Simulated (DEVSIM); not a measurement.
Device: Schottky contact on n-type GaP, at 350 K.

```
layer (left to right)  material  thickness (μm)  Nd (cm⁻³)  τn (s)  τp (s)
---------------------  --------  --------------  ---------  ------  ------
1                           GaP            1.10     1.6e17  1.5e-7  1.5e-7
```

Left contact: Schottky, work function 4.92 eV, emission velocity 4.4e6 cm/s. Right contact: ohmic. Voltage is applied to the left contact. Recombination: SRH at mid-gap, radiative. Mobility is constant in doping.

Constants are typed, rounded textbook-type inputs, not results; the design itself was drawn at random and stands for no fabricated device. Values at 300 K; Nc and Nv go as T^1.5, mobilities as T to minus their exponent, the gap by Varshni's rule with the affinity fixed.

| parameter | GaP |
|---|---|
| gap (eV) | 2.26 |
| affinity (eV) | 3.8 |
| permittivity | 11.1 |
| Nc (cm⁻³) | 1.8e19 |
| Nv (cm⁻³) | 1.9e19 |
| μn (cm²/Vs) | 250 |
| μp (cm²/Vs) | 150 |
| T exponent of μn | 1.6 |
| T exponent of μp | 1.98 |
| B (cm³/s) | 1e-13 |
| Varshni α (eV/K) | 0.00058 |
| Varshni β (K) | 372 |

Model (solved in DEVSIM): 1D drift-diffusion, Boltzmann statistics, complete ionisation; no tunnelling, impact ionisation, image-force lowering or self-heating. Metal contacts follow the ideal Schottky-Mott rule: no Fermi-level pinning, no interface dipoles.

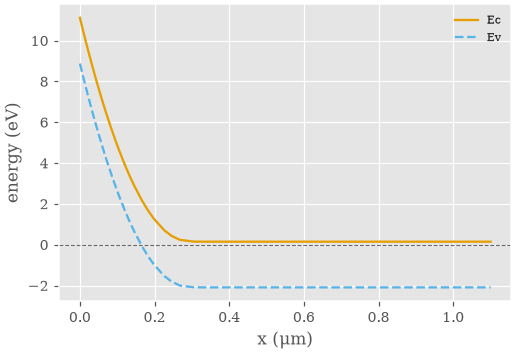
Fig. 1. Band edges at -10.0 V on the left contact

Energies count from the Fermi level of the right contact; mesh points crowd at the junctions.

```csv
x (μm),Ec (eV),Ev (eV),n (cm⁻³),p (cm⁻³),field (V/cm)
0.000,11.120,8.881,< 1e2,1800,-750000
0.007893,10.532,8.293,< 1e2,< 1e2,-730000
0.01826,9.784,7.544,< 1e2,< 1e2,-710000
0.03189,8.843,6.604,< 1e2,< 1e2,-670000
0.05910,7.111,4.871,< 1e2,< 1e2,-600000
0.08554,5.612,3.372,< 1e2,< 1e2,-530000
0.1203,3.919,1.680,< 1e2,< 1e2,-440000
0.1814,1.705,-0.534,140,< 1e2,-280000
0.2463,0.423,-1.816,1.8e13,< 1e2,-110000
0.3315,0.150,-2.089,1.6e17,< 1e2,-520
0.4435,0.149,-2.090,1.6e17,< 1e2,≈ 0
0.6331,0.149,-2.090,1.6e17,< 1e2,≈ 0
0.7506,0.149,-2.090,1.6e17,< 1e2,≈ 0
0.8401,0.149,-2.090,1.6e17,< 1e2,≈ 0
0.9245,0.149,-2.090,1.6e17,< 1e2,≈ 0
0.9724,0.149,-2.090,1.6e17,< 1e2,≈ 0
1.009,0.149,-2.090,1.6e17,< 1e2,≈ 0
1.037,0.149,-2.090,1.6e17,< 1e2,≈ 0
1.065,0.149,-2.090,1.6e17,< 1e2,≈ 0
1.080,0.149,-2.090,1.6e17,< 1e2,≈ 0
1.091,0.149,-2.090,1.6e17,< 1e2,≈ 0
1.100,0.149,-2.090,1.6e17,< 1e2,≈ 0
```
